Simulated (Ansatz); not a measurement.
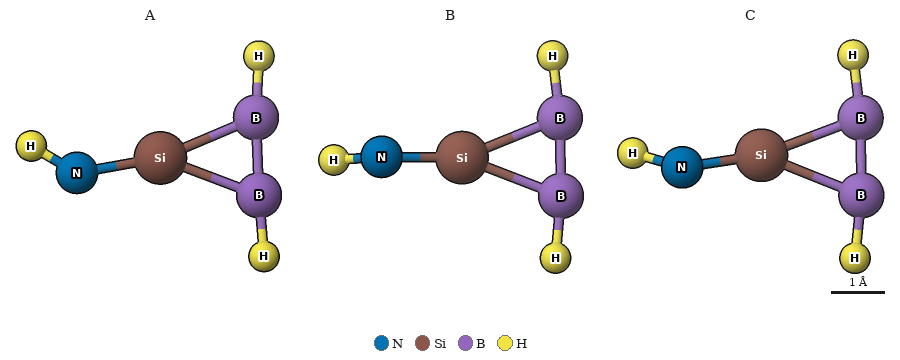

3 geometries from one relaxation of B2SiNH3, in shuffled order. Style: ball-and-stick. Shown face on.

These are results of RKS PBE0-D4/def2-TZVP (Ansatz 0.2.0), not measurements. Set-up: force threshold 0.005 eV/Å; at most 200 steps.

### Put them in the order of the run, from the start to the converged end.

A, C, B. They are steps 0, 2, 11, at +32.6 kJ/mol, +15.6 kJ/mol relative to the last. Over 11 geometry steps the energy falls by 32.6 kJ/mol. The largest force component goes from 3 to 0.0049 eV/Å. The largest move after the best rigid fit is that of the N atom, 0.38 Å. By element the largest moves are N 0.38 Å, H 0.32 Å, B 0.07 Å, Si 0.03 Å. Some distances before and after: N–Si 1.607 → 1.557 Å, B–Si 1.970 → 2.005 Å, B–H 1.167 → 1.185 Å, B–Si 1.992 → 2.005 Å. Among the angles between lasting bonds that change: N–Si–B 167.2° → 156.7°, Si–B–H 116.1° → 105.8°, Si–B–H 115.2° → 105.8°.
